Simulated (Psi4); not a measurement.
# UB2PLYP/cc-pVTZ (density fitting, density fitting for correlation, sweep point 2) run of H4Si2 (SMILES [SiH][SiH3])

What is the vertical triplet–singlet gap of H4Si2 at UB2PLYP/cc-pVTZ (density fitting, density fitting for correlation, sweep point 2)? 

The calculation is run with Psi4 1.11.

## Step 1: Starting point

H4Si2: 6 atoms, total charge 0, spin state triplet. As SMILES, `[SiH][SiH3]`. Geometry: a GFN2-xTB relaxation, a rough one for these elements and not checked as a minimum.

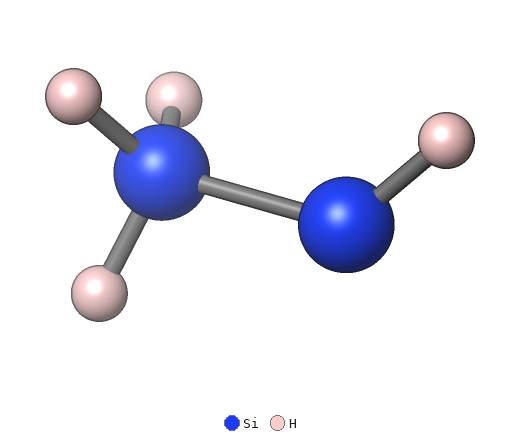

The structure, seen from a chosen angle (silicon blue, hydrogen pink).

## Step 2: The energy at UB2PLYP/cc-pVTZ (density fitting, density fitting for correlation, sweep point 2)

Contents of job.dat:

```
memory 1.6 GB

molecule {
  0 3
  Si     0.60985241    -2.97798161     0.54301280
  Si    -0.56716350     0.98883699    -0.46423012
  H      2.69839663    -3.81312717     2.18406987
  H     -2.75244279     0.71066930    -2.14674777
  H      1.35100300     2.50451072    -1.79729962
  H     -1.33966464     2.58707286     1.68121374
  units au
  symmetry c1
}

set basis cc-pVTZ
set reference uks
set puream true
set scf_type df
set dft_radial_points 99
set dft_spherical_points 590
set num_frozen_docc 10
set maxiter 150

e_tot, wfn = energy("b2plyp", return_wfn=True)
```

Run with:

```sh
$ psi4 -i job.dat -o job.out -n 1
```

job.out:

```text
Psi4 1.11 release

   => Loading Basis Set <=

    Name: CC-PVTZ
    Role: ORBITAL
    Keyword: BASIS

         ---------------------------------------------------------
                                   SCF
                              UKS Reference
                        1 Threads,   1525 MiB Core
         ---------------------------------------------------------

  ==> Geometry <==

    Molecular point group: c1
    Full point group: C1

    Geometry (in Bohr), charge = 0, multiplicity = 3:

       Center              X                  Y                   Z               Mass
    ------------   -----------------  -----------------  -----------------  -----------------
         SI           0.590659952406    -2.083669278406     0.507592082903    27.976926534650
         SI          -0.586355957594     1.883149321594    -0.499650837097    27.976926534650
         H            2.679204172406    -2.918814838406     2.148649152903     1.007825032230
         H           -2.771635247594     1.604981631594    -2.182168487097     1.007825032230
         H            1.331810542406     3.398823051594    -1.832720337097     1.007825032230
         H           -1.358857097594     3.481385191594     1.645793022903     1.007825032230

  Running in c1 symmetry.

[... 139 lines left out ...]
                           Total Energy        Delta E     RMS |[F,P]|
[... 3 lines left out ...]
   @DF-UKS iter   2:  -580.97491382744329   -3.30590e-02   1.10362e-03 DIIS/ADIIS
[... 2 lines left out ...]
   @DF-UKS iter   5:  -580.98478366477332   -6.25868e-05   1.12739e-05 DIIS
[... 2 lines left out ...]
   @DF-UKS iter   8:  -580.98478874539501   -6.26292e-08   4.68006e-07 DIIS
[... 10 lines left out ...]
   @S^2 Expected:                2.000000000E+00
[... 2 lines left out ...]
   @S   Observed:                1.000000000E+00
[... 49 lines left out ...]
    Nuclear Repulsion Energy =             76.5400442777687005
[... 2 lines left out ...]
    DFT Exchange-Correlation Energy =     -20.6515720958997200
[... 2 lines left out ...]
    Total Energy =                       -580.9847887453951216
[... 25 lines left out ...]
 Dipole Z            :          0.1408488           -0.1092692            0.0315796
[... 27 lines left out ...]
	-----------------------------------------------------------
	 ==================> DF-MP2 Energies <====================
	-----------------------------------------------------------
	 Reference Energy          =    -580.9847887453950079 [Eh]
	 Singles Energy            =      -0.0000000000000000 [Eh]
	 Same-Spin Energy          =      -0.0466173842832204 [Eh]
	 Opposite-Spin Energy      =      -0.2206054623201355 [Eh]
	 Correlation Energy        =      -0.2672228466033559 [Eh]
	 Total Energy              =    -581.2520115919983255 [Eh]
	-----------------------------------------------------------
	 ================> DF-SCS-MP2 Energies <==================
	-----------------------------------------------------------
	 SCS Same-Spin Scale       =       0.3333333333333333 [-]
	 SCS Opposite-Spin Scale   =       1.2000000000000000 [-]
	 SCS Same-Spin Energy      =      -0.0155391280944068 [Eh]
	 SCS Opposite-Spin Energy  =      -0.2647265547841626 [Eh]
	 SCS Correlation Energy    =      -0.2802656828785693 [Eh]
	 SCS Total Energy          =    -581.2650544282736291 [Eh]
	-----------------------------------------------------------

    B2PLYP Energy Summary
    ---------------------
    DFT Reference Energy                  =  -580.9847887453950079
    Scaled MP2 Correlation                =    -0.0721501685829061
    @Final double-hybrid DFT total energy =  -581.0569389139778878

	total time  =          0 seconds =       0.00 minutes

    Psi4 run time: 0:00:22.81
```

Run time: 25 s. Hardware: 1 thread of Intel Xeon Platinum 8259CL at 2.50GHz (Skylake/Cascade Lake), shared host; peak memory 1.4 GiB.

## Step 3: The singlet, same level

Contents of calc.in:

```
memory 1.6 GB

molecule molecule1 {
  0 1
  Si     0.60985241    -2.97798161     0.54301280
  Si    -0.56716350     0.98883699    -0.46423012
  H      2.69839663    -3.81312717     2.18406987
  H     -2.75244279     0.71066930    -2.14674777
  H      1.35100300     2.50451072    -1.79729962
  H     -1.33966464     2.58707286     1.68121374
  units au
  symmetry c1
}

set {
  basis cc-pVTZ
  reference rks
  puream true
  scf_type df
  dft_radial_points 99
  dft_spherical_points 590
  num_frozen_docc 10
}

e_tot = energy("b2plyp")
print_variables()
```

Run with:

```sh
$ psi4 -i calc.in -o calc.out -n 1
```

calc.out:

```text
Psi4 1.11 release

   => Loading Basis Set <=

    Name: CC-PVTZ
    Role: ORBITAL
    Keyword: BASIS

         ---------------------------------------------------------
                                   SCF
                              RKS Reference
                        1 Threads,   1525 MiB Core
         ---------------------------------------------------------

  ==> Geometry <==

    Molecular point group: c1
    Full point group: C1

    Geometry (in Bohr), charge = 0, multiplicity = 1:

       Center              X                  Y                   Z               Mass
    ------------   -----------------  -----------------  -----------------  -----------------
         SI           0.590659952406    -2.083669278406     0.507592082903    27.976926534650
         SI          -0.586355957594     1.883149321594    -0.499650837097    27.976926534650
         H            2.679204172406    -2.918814838406     2.148649152903     1.007825032230
         H           -2.771635247594     1.604981631594    -2.182168487097     1.007825032230
         H            1.331810542406     3.398823051594    -1.832720337097     1.007825032230
         H           -1.358857097594     3.481385191594     1.645793022903     1.007825032230

  Running in c1 symmetry.

[... 141 lines left out ...]
   @DF-RKS iter SAD:  -580.48289790786225   -5.80483e+02   0.00000e+00
[... 3 lines left out ...]
   @DF-RKS iter   4:  -580.97351749549966   -2.12801e-04   3.90648e-05 DIIS
[... 3 lines left out ...]
  Energy and wave function converged.
[... 37 lines left out ...]
    One-Electron Energy =                -956.7427555315900918
[... 3 lines left out ...]
    VV10 Nonlocal Energy =                  0.0000000000000000
[... 17 lines left out ...]
 Dipole Z            :          0.2787048           -0.1092692            0.1694356
[... 42 lines left out ...]
	 Opposite-Spin Energy      =      -0.2482008017440733 [Eh]
[... 8 lines left out ...]
	 SCS Opposite-Spin Energy  =      -0.2978409620928879 [Eh]
[... 8 lines left out ...]
    @Final double-hybrid DFT total energy =  -581.0520511482619668
[... 24 lines left out ...]
  "SCF TOTAL ENERGY"                       =>    -580.973545344934
[... 5 lines left out ...]
  Array Variable Map:
  ----------------------------------------------------------------------------
  "CURRENT DIPOLE"                         =>       0.226773495462 ... 0.169435553748 1 by 3
  "SCF DIPOLE"                             =>       0.226773495462 ... 0.169435553748 1 by 3
  "SCF TOTAL ENERGIES"                     =>    -580.482897907862 ... -580.973545344934 1 by 8

    Psi4 run time: 0:00:15.26
```

It took 17 s on 1 thread of Intel Xeon Platinum 8259CL at 2.50GHz (Skylake/Cascade Lake), shared host; peak memory 1.4 GiB.

## Step 4: Outcome

At UB2PLYP/cc-pVTZ (density fitting, density fitting for correlation, sweep point 2), 10 core orbitals frozen:

| quantity | value |
| --- | --- |
| triplet: total energy | -581.05694 Eh |
| triplet: HOMO energy (SCF part's orbitals) (highest over α and β) | -6.65 eV |
| triplet: LUMO energy (SCF part's orbitals) (lowest over α and β) | -1.82 eV |
| triplet: ⟨S²⟩ | 2.008 |
| singlet: total energy | -581.05205 Eh |
| singlet: HOMO energy (SCF part's orbitals) | -6.42 eV |
| singlet: LUMO energy (SCF part's orbitals) | -2.19 eV |
| singlet: HOMO–LUMO gap (SCF part's orbitals) | 4.23 eV |
| vertical energy of the singlet above the triplet | 0.133 eV |

What this shows: At this shape the singlet lies 0.13 eV (3.1 kcal/mol) above the triplet.
